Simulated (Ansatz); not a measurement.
**Cl$_{3}$H$_{2}$Sn (doublet): density, localisation and related maps**

```yaml
atoms:
  - { symbol: Sn, position_ang: [0.0068, -0.0099, 0.5205] }
  - { symbol: Cl, position_ang: [-0.7732, 1.3310, 2.4486] }
  - { symbol: H, position_ang: [1.7064, 0.1220, 0.3764] }
  - { symbol: Cl, position_ang: [-0.8283, 1.4348, -1.1874] }
  - { symbol: H, position_ang: [-0.9520, -1.4190, 0.3729] }
  - { symbol: Cl, position_ang: [0.5264, -0.9121, 3.1678] }
```

Core potentials replace the inner electrons of Sn.

Computed with Ansatz 0.2.0, UKS PBE/def2-SVP.

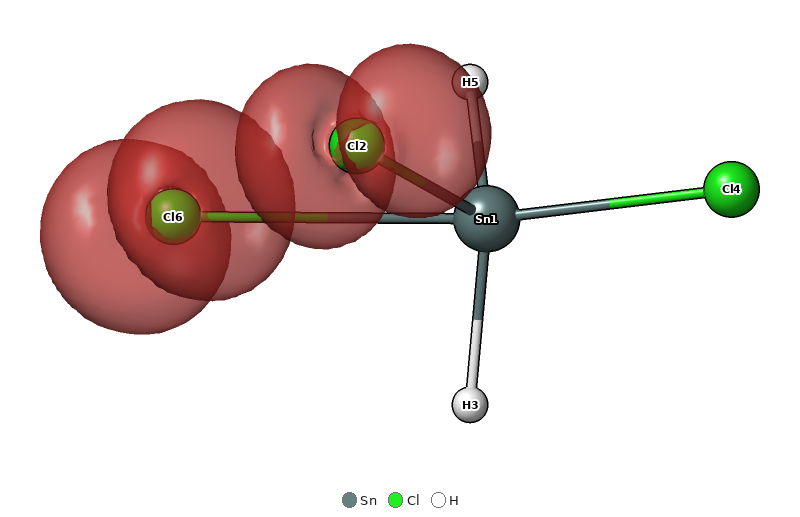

Figure 1. Isosurfaces of the spin density at +0.03 (red) and −0.03 e/Å³ (blue), seen from one side.

Q: Where is the unpaired spin?

A: The unpaired spin (1 electron) lies mostly on Cl6 (about 0.6) and Cl2 (about 0.4), in electrons by Hirshfeld's partition. Only one sign reaches the isovalue.

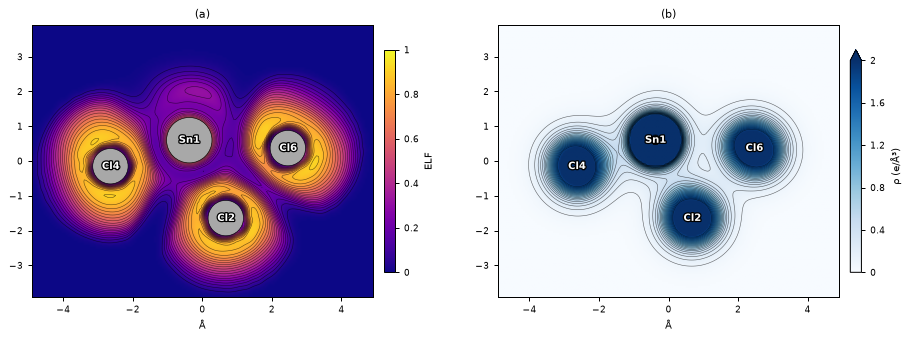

Figure 2. (a) ELF; (b) electron density on the plane of atoms Cl2, Sn1 and Cl6. Grey discs cover the atomic cores in the ELF map.

Q: What does the map show?

A: The plane passes through Sn and Cl nuclei.
Sn–Cl (2.39 Å): the density is about 0.51 e/Å³ at the midpoint; the ELF peaks at about 0.80 in the valence shell of Cl, 0.8 Å from its nucleus, and drops to about 0.15 between the two atoms.
Sn–Cl (2.47 Å): ρ is about 0.43 e/Å³ halfway; the ELF peaks at about 0.85 in the valence shell of Cl, 0.8 Å from its nucleus, and drops to about 0.15 between the two atoms.
The ELF also peaks beside Cl2, Cl4 and Cl6, away from the bonds: non-bonding electrons, paired or unpaired.

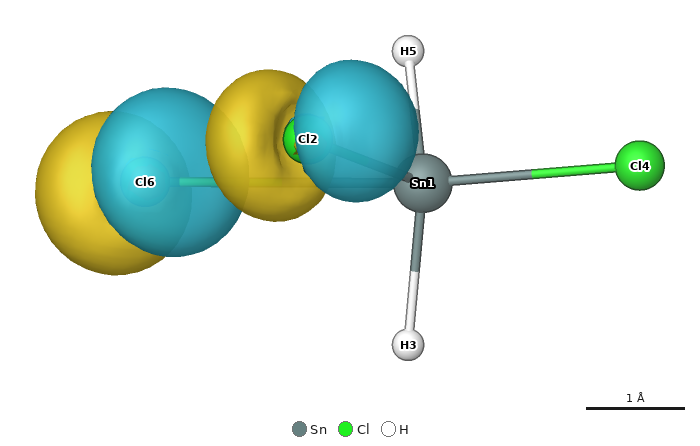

Figure 3. One frontier orbital at ±0.2 Å⁻³ᐟ² (yellow and cyan are the two phases), seen from one side.

Q: Which orbital is it: HOMO (β) or LUMO (β)?

A: The LUMO (β), at −6.13 eV. It lies mainly on Cl6 (about 60 %) and Cl2 (about 40 %).
